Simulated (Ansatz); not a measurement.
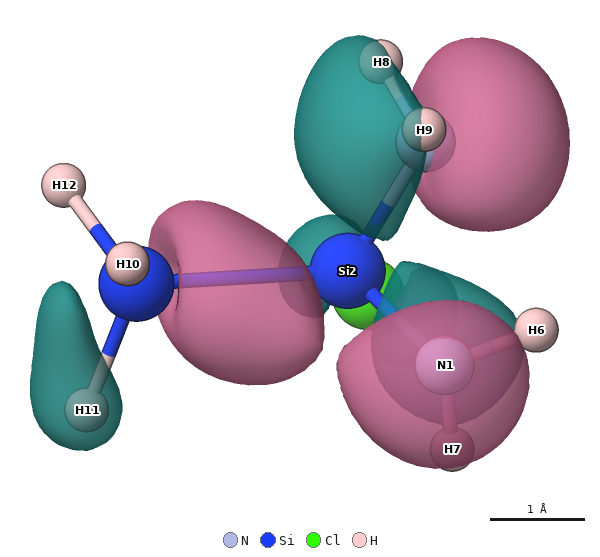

The picture shows: ClH7N2Si2 (SMILES N[Si](N)([SiH3])Cl). One frontier orbital at ±0.1 Å⁻³ᐟ² (teal and pink are the two phases), seen at a tilt.

All numbers below come from SCF PBE, Gaussian basis in Ansatz.

```tsv
atom	x (Å)	y (Å)	z (Å)
N	-0.7214	1.5962	-0.2206
Si	-0.4875	0.0299	0.2049
N	0.1291	0.4252	1.7042
Si	0.9593	-1.1813	-1.2239
Cl	-2.2870	-0.8744	0.4677
H	-1.0617	2.1219	0.6247
H	-1.5608	1.6735	-0.8331
H	0.4514	-0.4055	2.2155
H	1.0268	0.9645	1.6236
H	2.2119	-0.5237	-1.3447
H	0.2625	-1.3430	-2.5484
H	1.1543	-2.5386	-0.6360
```

Question: Which orbital is it: HOMO or LUMO?

Answer: The HOMO, at −5.99 eV. Its weight (Hirshfeld) is mainly on N3 (about 40 %), N1 (about 20 %), Si2 (about 10 %) and Si4 (about 10 %).
